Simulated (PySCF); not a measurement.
# C₃H₈BNS: electronic excitations and core binding energies

What electronic excitations and core binding energies should C₃H₈BNS (`CS/C=C\BN`) show?

The runs use PySCF 2.14.0, with density-fitted response routines of our own; the level of theory stands in each step. All values are computed, except where a source is named. Atoms are numbered from 0 throughout.

**1. The starting structure**

14 atoms, charge 0, multiplicity 1; geometry from: GFN2-xTB.

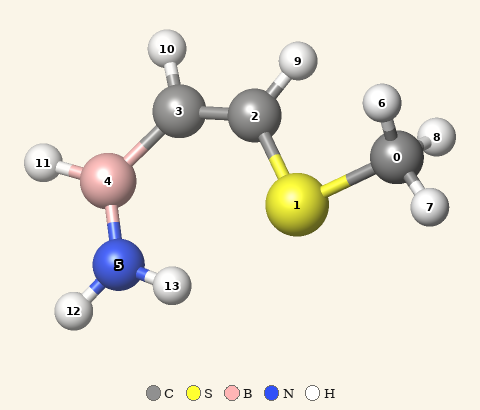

The starting geometry (carbon grey, sulfur yellow, boron pink, nitrogen blue, hydrogen white), atoms numbered.

**2. Ultraviolet spectrum: CAM-B3LYP/def2-SVPD**

Job settings and geometry (Å):

```
{"job": {"kind": "uv", "xc": "CAM-B3LYP", "basis": "def2-SVPD", "nstates": 8, "ntriplets": 3}, "charge": 0, "multiplicity": 1}
C     -2.682115    -0.440577     0.824406
S     -0.914826    -0.812780     0.606769
C     -0.318675     0.797689     0.229186
C      0.936414     1.145523    -0.063000
B      2.223438     0.271450    -0.162189
N      2.220606    -1.071625     0.161752
H     -3.086792    -0.038553    -0.100291
H     -3.171683    -1.378123     1.066351
H     -2.808352     0.264448     1.641446
H     -1.123058     1.521371     0.256026
H      1.058278     2.205388    -0.266560
H      3.230331     0.760657    -0.519274
H      3.033745    -1.660502     0.105845
H      1.402013    -1.564840     0.477392
```

Level: TDDFT CAM-B3LYP/def2-SVPD, vertical, gas phase, core orbitals frozen in the response.

Started as:

```
$ OMP_NUM_THREADS=1 python probes_run.py task.json out
```

The driver reads the jobs from task.json and runs them one after another.

**Question.** This job is followed by: delta-SCF UKS SCAN, pcX-2 on the ionised atom, pcseg-1 elsewhere, spin-free X2C. Predict these results of the whole session: lowest singlet (CAM-B3LYP/def2-SVPD); lowest triplet; C1s binding energies, SCAN/pcX-2; S1s binding energies, SCAN/pcX-2; S2p binding energies, SCAN/pcX-2; B1s binding energies, SCAN/pcX-2; N1s binding energies, SCAN/pcX-2.

As calculated:

| quantity | value |
| --- | --- |
| lowest singlet (CAM-B3LYP/def2-SVPD) | 4.94 eV (251 nm), f = 0.263 |
| lowest triplet | 3.33 eV |
| C1s binding energies, SCAN/pcX-2 | C0 291.45, C2 290.71, C3 289.14 eV |
| S1s binding energies, SCAN/pcX-2 | S1 2477.15 eV |
| S2p binding energies, SCAN/pcX-2 | S1 169.74 eV |
| B1s binding energies, SCAN/pcX-2 | B4 194.65 eV |
| N1s binding energies, SCAN/pcX-2 | N5 404.70 eV |

**Reading.** The first singlet state (HOMO→LUMO 0.97) lies at 4.94 eV and is bright. The lowest triplet lies 1.61 eV below the lowest singlet (triplets in Tamm-Dancoff, singlets in full TDDFT). C0 (methyl carbon bonded to S) binds its C1s electron 2.31 eV more tightly than C3 (alkene CH).
